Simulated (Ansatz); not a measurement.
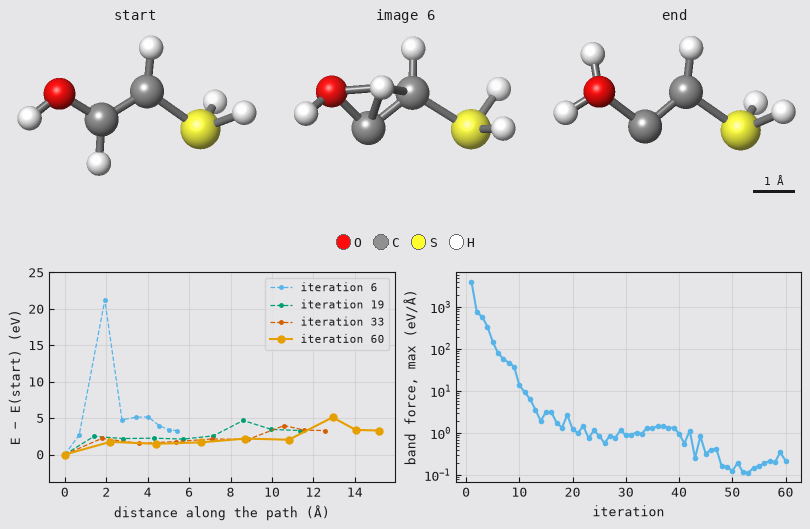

A search for the minimum-energy path of C2H5OS (charge +1) by the nudged elastic band. Images are numbered from 0 (start) to 8 (end). The plot follows the band through its iterations. The picture is a ball-and-stick view, seen at a tilt.

Method: RKS PBE0/6-31G* (Ansatz). Run with 7 movable images; climbing image; force threshold 0.03 eV/Å; iteration limit 60; starting path through a guess of the saddle point.

> Judge this run.

The result isn't final. The band hadn't converged when the run stopped after 60 iterations. The largest component of the band force went from 4100 to 0.22 eV/Å. The barrier read from it is provisional, though the highest image hardly moved in the last two iterations. The first iteration put the highest image at 460.22 eV. The highest point, image 6, lies 5.10 eV above the start and 1.81 eV above the end; the end is at +3.30 eV relative to the start. The profile has 3 maxima (images 1, 4, 6) with a dip at image 2, 5 (+1.47 eV, +2.03 eV), which on an unconverged band is provisional.

Cost: 16 min on 1 thread of Arm Neoverse V2 (shared host), peak memory 0.25 GiB.
